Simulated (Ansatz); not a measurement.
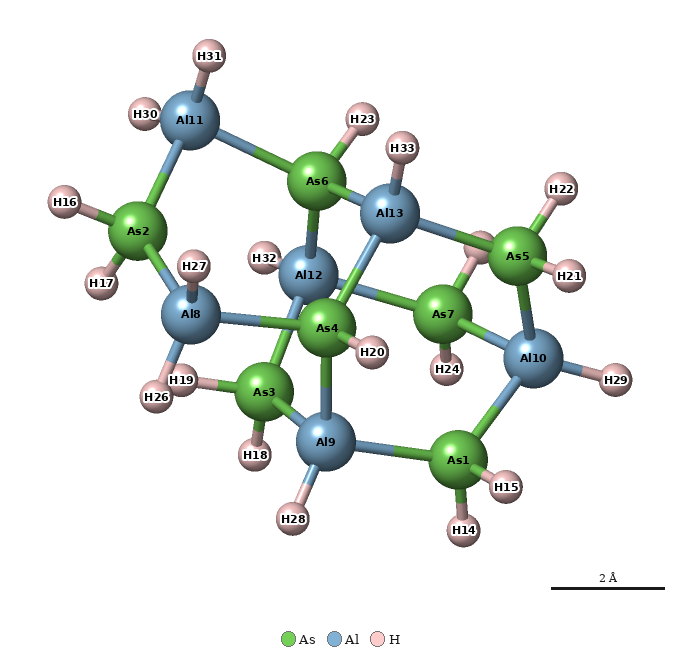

The structure as given in the input (ball-and-stick view, seen at a tilt; atoms are numbered from 1 in the order of the input). Sticks mark near contacts. Bond lengths as drawn: Al–As 2.46 to 2.57 Å, Al–H 1.59 to 1.60 Å and As–H 1.52 to 1.53 Å.

**Two runs on Al₆As₇H₂₀**

System: Al₆As₇H₂₀ (Al6As7 zinc blende off sphere), charge +2, multiplicity 2.
Method of run A: UKS B3LYP-D4/def2-TZVP (Ansatz 0.2.0).

The geometry comes from this level: PBE-D4/def2-SVP. Text and figures count atoms from 1; the logs count them from 0 in places.

### Input file, run A
```yaml
crystal:
  periodic: [false, false, false]
  atoms:
    - {symbol: As, position_ang: [0.750266, -3.458959, 0.584518]}
    - {symbol: As, position_ang: [-2.321555, 2.423367, -1.994588]}
    - {symbol: As, position_ang: [0.694666, -0.788156, -2.185265]}
    - {symbol: As, position_ang: [-2.122961, -0.646246, 0.405092]}
    - {symbol: As, position_ang: [0.722925, -0.702401, 3.226905]}
    - {symbol: As, position_ang: [0.598423, 2.128408, 0.422060]}
    - {symbol: As, position_ang: [3.428242, -0.663833, 0.513381]}
    - {symbol: Al, position_ang: [-3.755980, 0.470720, -1.227918]}
    - {symbol: Al, position_ang: [-0.898441, -2.295202, -0.946456]}
    - {symbol: Al, position_ang: [2.332066, -2.256185, 2.112733]}
    - {symbol: Al, position_ang: [-0.692994, 3.968913, -0.806593]}
    - {symbol: Al, position_ang: [2.164176, 0.899958, -1.026645]}
    - {symbol: Al, position_ang: [-0.852642, 0.819513, 1.945739]}
    - {symbol: H, position_ang: [1.536155, -4.528106, -0.164790]}
    - {symbol: H, position_ang: [-0.058340, -4.388403, 1.479882]}
    - {symbol: H, position_ang: [-3.322248, 3.361359, -2.662657]}
    - {symbol: H, position_ang: [-1.632229, 1.975455, -3.282811]}
    - {symbol: H, position_ang: [1.544125, -1.603242, -3.151409]}
    - {symbol: H, position_ang: [-0.129305, -0.028820, -3.217482]}
    - {symbol: H, position_ang: [-2.987518, -1.526159, 1.304226]}
    - {symbol: H, position_ang: [-0.048323, -1.544171, 4.236611]}
    - {symbol: H, position_ang: [1.537962, 0.116825, 4.220434]}
    - {symbol: H, position_ang: [1.561840, 2.865578, 1.350225]}
    - {symbol: H, position_ang: [4.505391, -1.429958, -0.244522]}
    - {symbol: H, position_ang: [4.350087, 0.207323, 1.356193]}
    - {symbol: H, position_ang: [-3.822101, -0.564389, -2.447776]}
    - {symbol: H, position_ang: [-4.958990, 1.059070, -0.364153]}
    - {symbol: H, position_ang: [-1.657631, -3.352933, -1.855541]}
    - {symbol: H, position_ang: [3.297536, -3.149543, 3.001347]}
    - {symbol: H, position_ang: [0.309060, 4.572478, -1.892724]}
    - {symbol: H, position_ang: [-1.511098, 4.735834, 0.327170]}
    - {symbol: H, position_ang: [3.154406, 1.667703, -2.002795]}
    - {symbol: H, position_ang: [-1.714971, 1.654212, 2.987618]}
basis:
  gaussian: {orbitals: def2-TZVP, fitting: {mean_field: def2-universal-jkfit}, initial_orbitals: start.molden}
total_charge: 2
magnetization: {spin_polarized: true, initial_magnetization: 1}
hamiltonian: {xc: {name: B3LYP}, dispersion: d4}
scf: {omitted_lower_state_checks: [starts]}
output: {orbitals: {seedname: orbitals}}
```

Command:
```bash
ansatz run in.yaml --threads 2 --pin off --events-out ev --progress --plain --max-ram 32768MiB --backend cuda --devices 0, --max-vram 18GiB
```

Hardware: 2 CPU threads, shared host.

### Output (run A)
```
Functional definition: B3LYP
  parameter a0 = 0.2
  parameter ax = 0.72
  parameter ac = 0.81
  exchange = (1 - a0 - ax)*slater_x + ax*b88_x + a0*exact_x
  correlation = (1 - ac)*vwn_rpa_c + ac*lyp_c
these checks for a lower state are left out or cut short: starts
2990 factors; integrals over basis functions are off by at most 6.9e-1 eV
mean field evaluation 1: about -465799.8002 eV, gradient 1.1e1 eV
mean field evaluation 2: about -465800.0767 eV, gradient 2.7e-1 eV
mean field evaluation 4: about -465800.0764 eV, gradient 9.5e-3 eV
mean field evaluation 8: about -465800.0764 eV, gradient 1.7e-5 eV
mean field -465800.07641057 eV, -17117.8370774568 hartree, gradient 9.4e-6 eV, S^2 0.755364; 0 other end points of the search recorded, 0 dependent functions left out
reference -465800.07698152 eV, -17117.8370984388 hartree; 164, 163 occupied and 514, 515 virtual orbitals, 2990 factors
Total energy: -465803.09369270 eV, -17117.9479605298 hartree
Checks for a lower state left out: starts
```

Run B used a changed input.

### The two runs side by side

```tsv
quantity	run A	run B
outcome	converged	converged
total energy (hartree)	−17117.947961	−17118.508348
HOMO (eV)	−13.41	−2.43
LUMO (eV)	−12.72	−1.60
⟨S²⟩	0.755	0.753
basis functions	678	678
wall time (shared host)	15 s	19 s
```

Which change of the input explains these differences?

The change (lines with − go, lines with + come):
```diff
-total_charge: 2
```

The total energies belong to different systems, so their difference says nothing on which is more stable or more accurate. The HOMO goes from −13.41 to −2.43 eV. The LUMO goes from −12.72 to −1.60 eV.

### Output (run B)
```
Functional definition: B3LYP
  parameter a0 = 0.2
  parameter ax = 0.72
  parameter ac = 0.81
  exchange = (1 - a0 - ax)*slater_x + ax*b88_x + a0*exact_x
  correlation = (1 - ac)*vwn_rpa_c + ac*lyp_c
these checks for a lower state are left out or cut short: starts
2990 factors; integrals over basis functions are off by at most 6.9e-1 eV
mean field evaluation 1: about -465814.8551 eV, gradient 1.1e1 eV
mean field evaluation 2: about -465815.1450 eV, gradient 3.2e-1 eV
mean field evaluation 4: about -465815.1454 eV, gradient 1.8e-2 eV
mean field evaluation 8: about -465815.1454 eV, gradient 1.0e-5 eV
mean field -465815.14541363 eV, -17118.3908531051 hartree, gradient 9.3e-6 eV, S^2 0.752511; 0 other end points of the search recorded, 0 dependent functions left out
reference -465815.14603538 eV, -17118.3908759540 hartree; 165, 164 occupied and 513, 514 virtual orbitals, 2990 factors
Total energy: -465818.34260954 eV, -17118.5083478876 hartree
Checks for a lower state left out: starts
```
